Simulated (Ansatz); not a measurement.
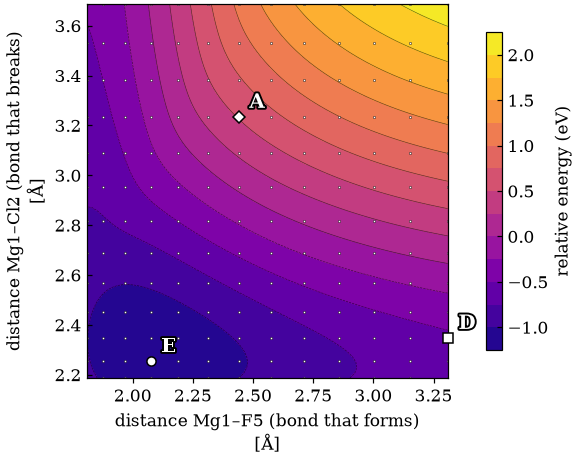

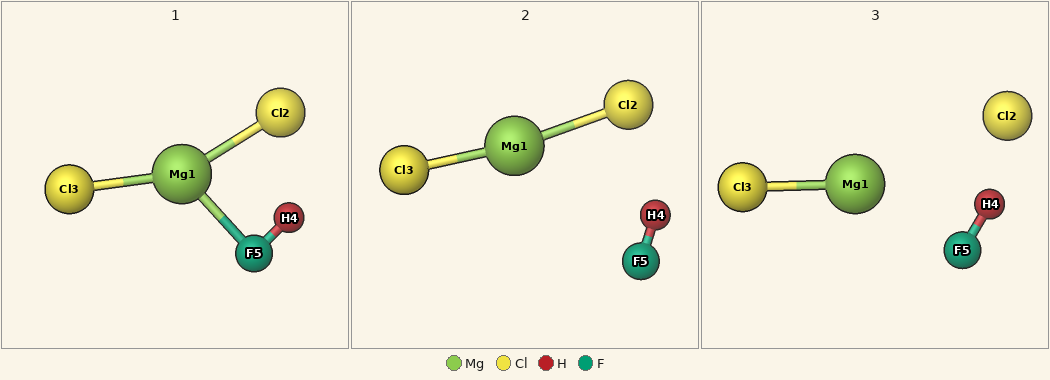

The reacting system Cl2FHMg (fragments Cl₂Mg + FH where the first distance is long, ClFMg + ClH where the second is long). First axis: distance Mg1–F5 (bond that forms). Second axis: distance Mg1–Cl2 (bond that breaks). Relaxed at each point: all other coordinates. Grid: 13 × 13 points. Points are written as (first, second). Energies are in eV, from a guessed transition structure relaxed with its forming and breaking bonds held. The reference is spin-restricted, so regions where a bond is pulled apart into radicals lie too high. Theory: RKS PBE0-D4/def2-SVP (Ansatz).

The picture shows filled contours, dots at the grid points, lettered points. Between grid points the surface is interpolated. The numbered pictures are the structures at these points, in random order.

Q: Which structure belongs to which point?

A: A is structure 3: (2.440 Å, 3.234 Å), 0.51 eV; D is structure 2: (3.309 Å, 2.347 Å), −0.54 eV; E is structure 1: (2.074 Å, 2.254 Å), −1.20 eV.
